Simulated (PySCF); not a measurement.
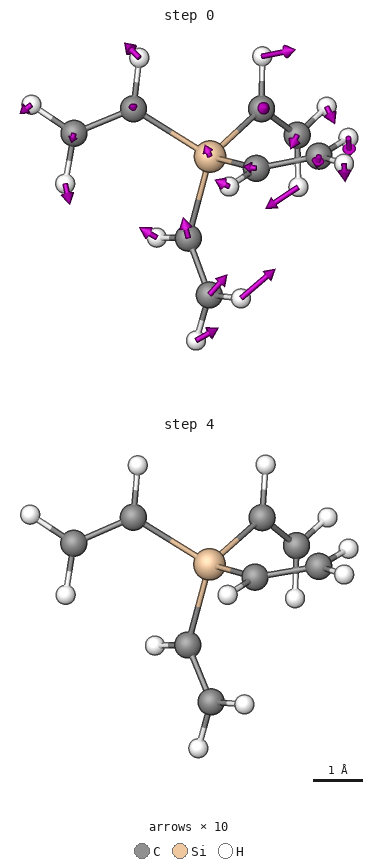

The structure of C8H12Si before (top) and after (bottom) a relaxation, at one scale. The purple arrows give the displacements, 10 times their true length.

The picture is a ball-and-stick view, seen face on.

The start comes from GFN2-xTB.

These are results of PBE0-D3(BJ)/def2-SVP geometry optimisation, gas phase in PySCF 2.14.0, density-fitted response routines, not measurements. 

**What changed between the two?**

The energy falls by 2.40 kcal/mol in 4 geometry steps. The largest force component goes from 0.98 to 0.022 eV/Å. The atom that moves furthest after the best rigid fit is an H atom (0.095 Å). By element the largest moves are H 0.095 Å, C 0.057 Å, Si 0.028 Å. Some distances before and after: C–Si 1.891 → 1.874 Å, C–C 1.323 → 1.338 Å, C–H 1.084 → 1.099 Å.
